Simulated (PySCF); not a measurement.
F3H4PSi2

```json
{"atom": "F", "x (Å)": "1.7324", "y (Å)": "-1.4852", "z (Å)": "-0.8397"}
{"atom": "Si", "x (Å)": "1.4388", "y (Å)": "-0.3716", "z (Å)": "0.2592"}
{"atom": "F", "x (Å)": "1.3534", "y (Å)": "-1.2427", "z (Å)": "1.5888"}
{"atom": "F", "x (Å)": "2.8539", "y (Å)": "0.3353", "z (Å)": "0.4089"}
{"atom": "Si", "x (Å)": "-0.3517", "y (Å)": "0.9918", "z (Å)": "-0.1550"}
{"atom": "P", "x (Å)": "-2.3329", "y (Å)": "-0.0353", "z (Å)": "-0.3661"}
{"atom": "H", "x (Å)": "-0.4921", "y (Å)": "1.9608", "z (Å)": "0.9409"}
{"atom": "H", "x (Å)": "-0.1227", "y (Å)": "1.7318", "z (Å)": "-1.4040"}
{"atom": "H", "x (Å)": "-1.8790", "y (Å)": "-1.0390", "z (Å)": "-1.2109"}
{"atom": "H", "x (Å)": "-2.1911", "y (Å)": "-0.8412", "z (Å)": "0.7554"}
```

Geometry: GFN2-xTB.

These are results of PySCF 2.14.0, wB97X-D/def2-SVPD, SCF density, gas phase, not measurements.

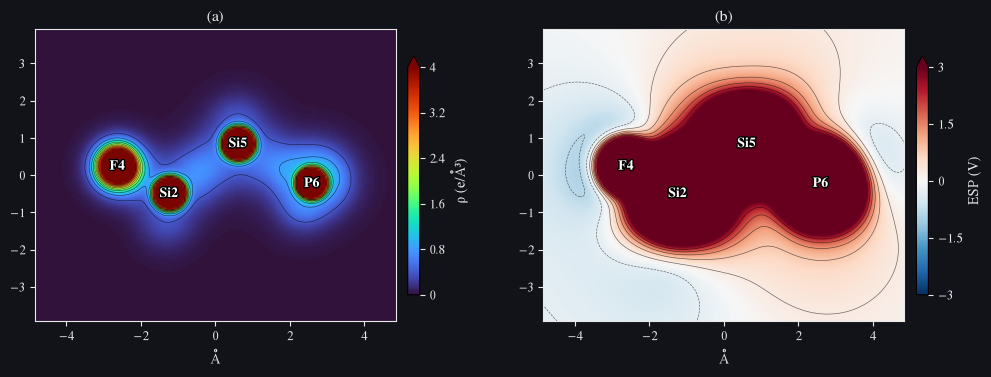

Figure 1. (a) electron density; (b) electrostatic potential on the plane of atoms Si2, Si5 and P6.

Interpret the plot.

- Atoms in the plane: Si, F and P.
- Si–F (1.59 Å): the density is about 1.1 e/Å³ at the midpoint.
- Si–P (2.24 Å): ρ at the midpoint is about 0.74 e/Å³.
- Si–Si (2.29 Å): the density is about 0.73 e/Å³ at the midpoint.
- Outside the dense part of the molecule the potential is most negative (−0.9 V) near F4.

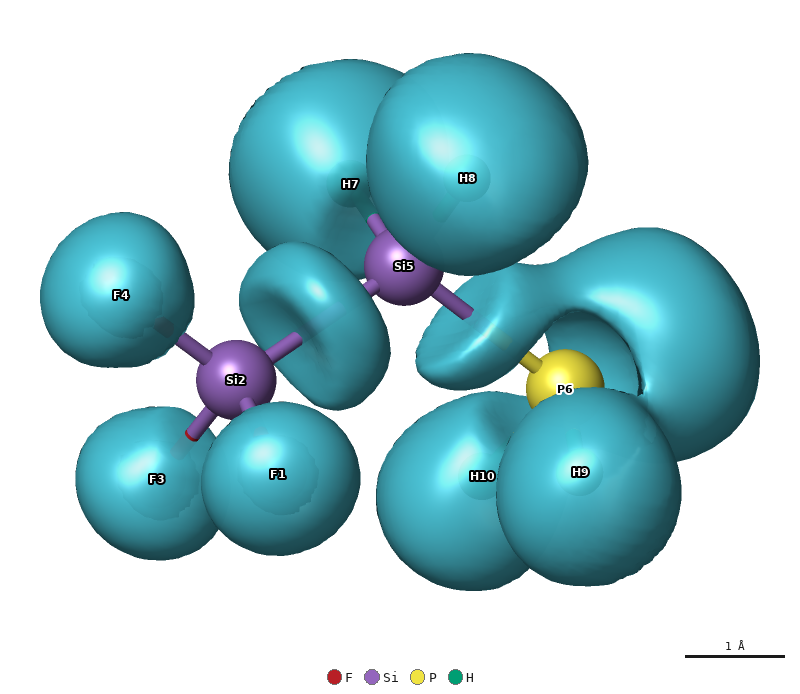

Figure 2. Isosurface of the electron localisation function at 0.75 (cyan), seen at an oblique angle. Only the valence region is drawn (cores and ρ < 0.01 e/Å³ removed).

Describe the localisation domains.

The surface consists of one region between bonded Si–Si atoms (shared pairs), two regions around hydrogen nuclei, three regions wrapped around F (its lone pairs, merged into a ring or cap) and one joined region spread over several atoms (H, P), in which their bonds and any lone pairs are merged. Along the contacts the grid gives the following. Si–F (1.59 Å): the ELF peaks at about 0.85 in the valence shell of F, 0.6 Å from its nucleus, and is about 0.45 at the midpoint. Si–P (2.24 Å): the ELF peaks at about 0.95 between the atoms (a shared electron pair).

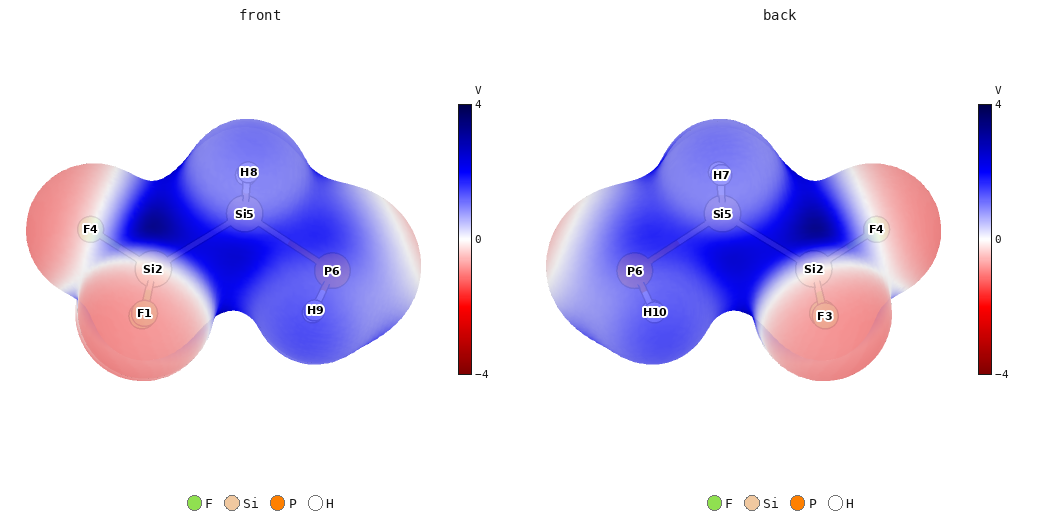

Figure 3. The molecular electrostatic potential painted on the density surface at 0.004 e/bohr³, seen from the front and from behind; the colour scale runs from red (negative) to blue (positive).

Describe the electrostatic potential map.

The most negative region (about −0.9 V) lies over F1, F3 and F4, the most positive (about +3.1 V) over Si2.

What dipole moment does the calculation give?

Its dipole moment is 2.76 D.
